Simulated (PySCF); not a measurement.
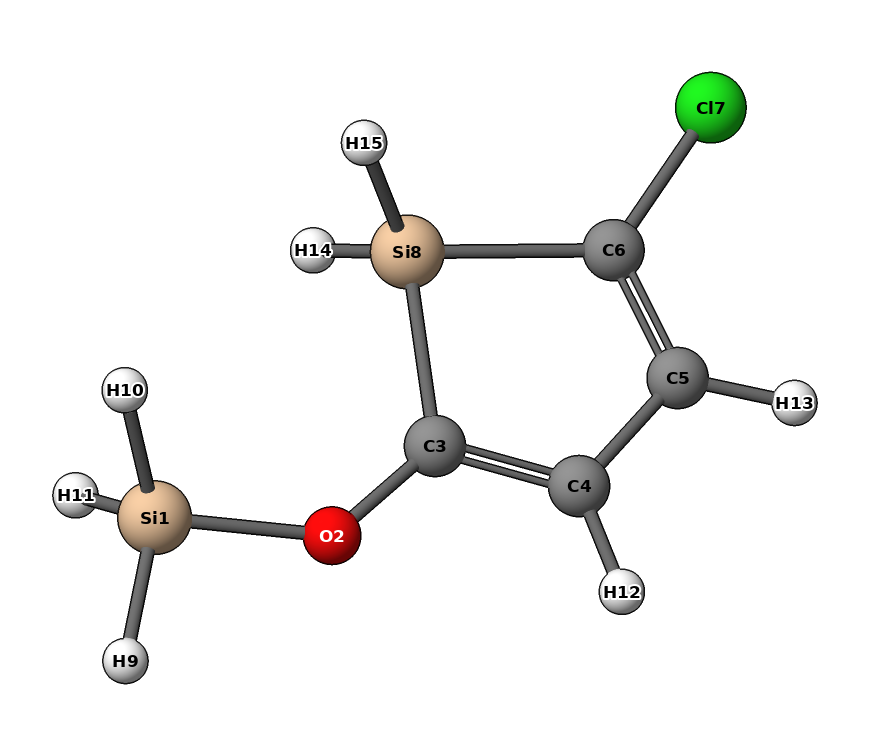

The questions are on Mulliken charges. The computed structure is the end point of a GFN2-xTB optimisation. No frequency run is at hand to confirm it as a minimum. Method: PBE0/pcSseg-1, gas phase (PySCF 2.14.0).

**Which atom carries the highest charge (most positive or least negative)?**

Si8 (0.75 e).

**And the lowest?**

O2 (−0.58 e).

Give the Mulliken charges atom by atom.

```json
{"atom": "Si1", "value (e)": "0.67"}
{"atom": "O2", "value (e)": "−0.58"}
{"atom": "C3", "value (e)": "−0.01"}
{"atom": "C4", "value (e)": "−0.13"}
{"atom": "C5", "value (e)": "0.01"}
{"atom": "C6", "value (e)": "−0.43"}
{"atom": "Cl7", "value (e)": "−0.09"}
{"atom": "Si8", "value (e)": "0.75"}
{"atom": "H9", "value (e)": "−0.09"}
{"atom": "H10", "value (e)": "−0.10"}
{"atom": "H11", "value (e)": "−0.10"}
{"atom": "H12", "value (e)": "0.10"}
{"atom": "H13", "value (e)": "0.10"}
{"atom": "H14", "value (e)": "−0.05"}
{"atom": "H15", "value (e)": "−0.05"}
```

Mulliken values depend strongly on the basis set and can even reverse the polarity of a bond. The geometry is semi-empirical. Around Si such bond lengths and angles can be off by a tenth of an ångström or more and by several degrees, and values that hang on the shape move with them.
